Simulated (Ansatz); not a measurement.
# H6NSbSi: basis-set convergence

Aim: see how fast density functionals converge with the basis set for H6NSbSi.

Method: one geometry, several basis sets; program: Ansatz 0.2.0, Gaussian basis.

The runs, in order: PBE0-D4/def2-SVP; ωB97M-V/def2-SVP; PBE0-D4/def2-QZVPP; ωB97M-V/def2-QZVPP; the functionals' def2-TZVPP values are taken from earlier runs.

### 1 The relaxed structure

All runs share one geometry, relaxed beforehand with PBE0-D4 in a triple-zeta def2 set. Sb takes the def2 core potential; no spin-orbit term is included.

SMILES `[SiH3][NH][SbH2]`, 9 atoms, charge 0, spin multiplicity 1.

Atoms are counted from 1 here; the program's logs count them from 0.

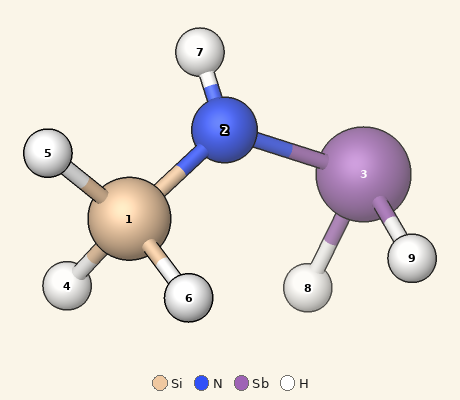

The geometry (silicon light orange, nitrogen blue, antimony purple, hydrogen white); atoms are numbered from 1 in the order of the file.

As a file:

```
Si   -0.53580    0.68194   -0.85203
N     0.91602    0.00661   -0.22472
Sb    1.07014   -1.18547    1.40832
H    -1.48429   -0.33416   -1.39542
H    -0.19365    1.62900   -1.94860
H    -1.24134    1.39931    0.24265
H     1.70568   -0.07952   -0.84540
H    -0.38804   -2.06045    1.15332
H     0.23967   -0.10355    2.44476
```

### 2 PBE0-D4 in def2-SVP

The input, in.yaml:

```yaml
crystal:
  periodic: [false, false, false]
  atoms:
    - {symbol: Si, position_ang: [-0.535803, 0.681937, -0.852027]}
    - {symbol: N, position_ang: [0.916018, 0.006607, -0.224718]}
    - {symbol: Sb, position_ang: [1.070137, -1.185471, 1.408322]}
    - {symbol: H, position_ang: [-1.484287, -0.334159, -1.395415]}
    - {symbol: H, position_ang: [-0.193646, 1.629002, -1.948597]}
    - {symbol: H, position_ang: [-1.241335, 1.399312, 0.242653]}
    - {symbol: H, position_ang: [1.705684, -0.079521, -0.845400]}
    - {symbol: H, position_ang: [-0.388037, -2.060453, 1.153322]}
    - {symbol: H, position_ang: [0.239669, -0.103553, 2.444759]}
basis:
  gaussian: {orbitals: def2-SVP}
hamiltonian: {xc: pbe0, dispersion: d4}
output: {orbitals: {seedname: orbitals}}
```

Started as:

```
$ ansatz run in.yaml --threads 2 --pin off --events-out ev --progress --plain --max-ram 4352MiB
```

After this run come: ωB97M-V in def2-SVP; PBE0-D4 in def2-QZVPP; ωB97M-V in def2-QZVPP.

**Question.** What will the summary of the whole plan be? Wanted: PBE0-D4: double and triple zeta above quadruple; ωB97M-V: double and triple zeta above quadruple.

**Answer**, as computed:

| quantity | value |
| --- | --- |
| PBE0-D4: double and triple zeta above quadruple | 5.51, 0.44 eV |
| ωB97M-V: double and triple zeta above quadruple | 5.63, 0.42 eV |

For PBE0-D4 the step from double to triple zeta gains 5.07 eV and the next only 0.44 eV. Total energies overstate the basis error of differences, where much of it tends to cancel. The LUMO of ωB97M-V is positive and keeps falling with the basis (1.27 to 0.60 eV): an unbound level that the basis holds in place.
